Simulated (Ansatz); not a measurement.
```cif
data_structure
_symmetry_space_group_name_H-M 'P 1'
_symmetry_Int_Tables_number 1
_cell_length_a 4.7847
_cell_length_b 4.7847
_cell_length_c 4.8137
_cell_angle_alpha 90.000
_cell_angle_beta 90.000
_cell_angle_gamma 90.000
_cell_volume 110.20
loop_
_atom_site_label
_atom_site_type_symbol
_atom_site_fract_x
_atom_site_fract_y
_atom_site_fract_z
_atom_site_occupancy
K1 K 0.00000 0.00000 0.00000 1
Ge1 Ge 0.50000 0.50000 0.24888 1
Ge2 Ge 0.50000 0.50000 0.75112 1
```

Space group P4/mmm; a structure generated by program, which may or may not match a known phase; computed without spin polarisation.

Level of theory: DFT PBE+D3(BJ), scalar-relativistic, plane waves, PAW in Ansatz.

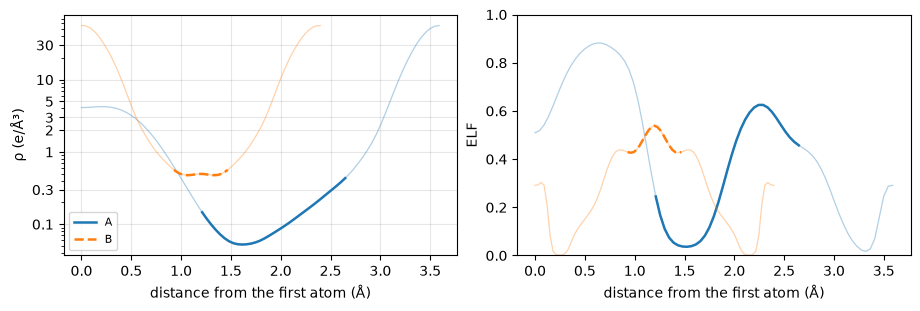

KGe2. Valence charge density (pseudo) and electron localisation function along straight lines between neighbouring atoms. Thin, pale parts lie inside the atomic spheres.

The density is the valence pseudo-density of a PAW calculation; it isn't the true density close to the nuclei.

Which curve belongs to which contact (Ge–Ge and K–Ge)? The first atom named is at distance zero.

Answer. Curve A: K–Ge (3.59 Å): ρ is about 0.06 e/Å³ halfway, with its minimum of 0.05 e/Å³ about 1.6 Å from K; the ELF peaks at about 0.65 in the valence shell of Ge, 1.3 Å from its nucleus, and drops to about 0.05 between the two atoms. Curve B: Ge–Ge (2.40 Å): the density is about 0.5 e/Å³ at the midpoint; the ELF reaches about 0.55 near the midpoint.
